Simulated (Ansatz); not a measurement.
Consider ClFH₂Sn···HCl.

Input

```
crystal:
  periodic: [false, false, false]
  atoms:
    - { symbol: Sn, position_ang: [0.0, 0.0, 0.0] }
    - { symbol: Cl, position_ang: [0.0, 0.0, 2.76] }
    - { symbol: Cl, position_ang: [2.2726, 0.0, -0.8025] }
    - { symbol: H, position_ang: [-0.8195, 1.4198, -0.5794] }
    - { symbol: H, position_ang: [-0.8195, -1.4198, -0.5794] }
    - { symbol: F, position_ang: [1.1381, 1.7163, 0.6842] }
    - { symbol: H, position_ang: [0.8375, 1.2631, 1.8676] }
basis:
  gaussian: { orbitals: def2-SVP }
hamiltonian:
  xc: hf
relax:
  f_tol: 0.15
  max_steps: 25
  restrain:
    - { distance: [0, 5], at: 1.87, k: 30.0 }
    - { distance: [6, 1], at: 1.37, k: 30.0 }
    - { distance: [0, 1], at: 3.61, k: 30.0 }
    - { distance: [6, 5], at: 2.12, k: 30.0 }
output:
  orbitals: {}
```

Launched as:

```sh
ansatz run input.yaml --threads 1 --pin off --max-ram 2048MiB --backend cpu --events-out ev --progress --plain --runs-dir out
```

The fields are those of the run's last geometry, not of the input's.

Core potentials replace the inner electrons of Sn; not at a stationary point (largest force 1.5 eV/Å).

Method: RHF/def2-SVP in Ansatz 0.2.0.

### What can the converged electron density and electron localisation function tell about the bonding?

Sn–F (1.90 Å): ρ is about 0.77 e/Å³ halfway; the ELF peaks at about 0.80 in the valence shell of F, 0.5 Å from its nucleus, and drops to about 0.10 between the two atoms.
Sn–Cl (2.34 Å): ρ is about 0.54 e/Å³ halfway; the ELF peaks at about 0.85 in the valence shell of Cl, 0.8 Å from its nucleus, and drops to about 0.15 between the two atoms.

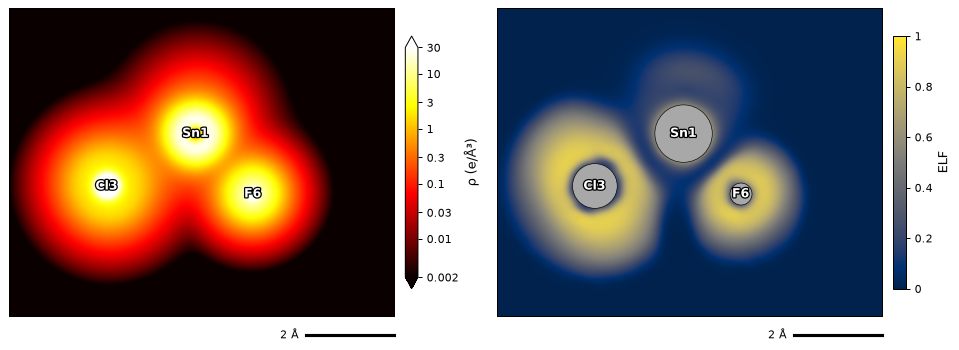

Computed electron density and electron localisation function on the plane of atoms Cl3, Sn1 and F6, in this order. Grey discs cover the atomic cores in the ELF map. 
